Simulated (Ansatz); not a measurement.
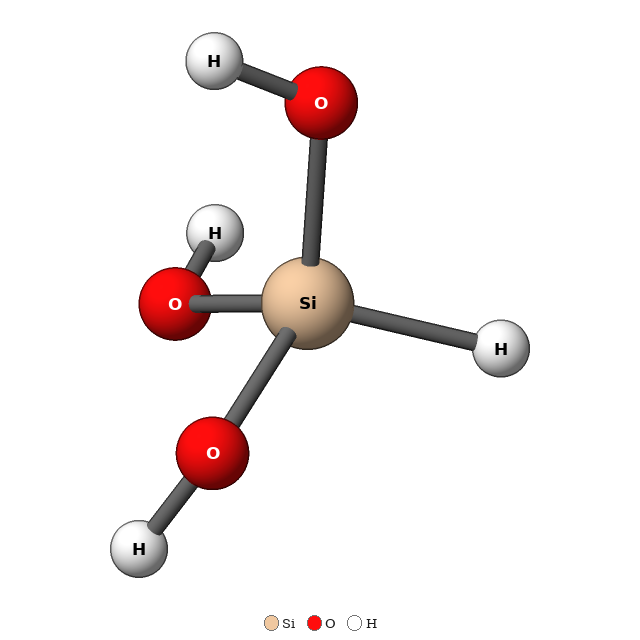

Harmonic vibrations computed with RKS PBE0-D4/def2-TZVP (Ansatz 0.2.0) at a stationary point of the same level.

### How many imaginary frequencies does it have?

A minimum: no imaginary frequency, and the lowest mode lies at 180 cm⁻¹.

### How many vibrational modes are there, and where do they lie?

18 modes: 180, 230, 248, 318, 367, 395, 768, 782, 819, 842, 859, 909, 973, 995, 2276, 3916, 3927, 3929 cm⁻¹.
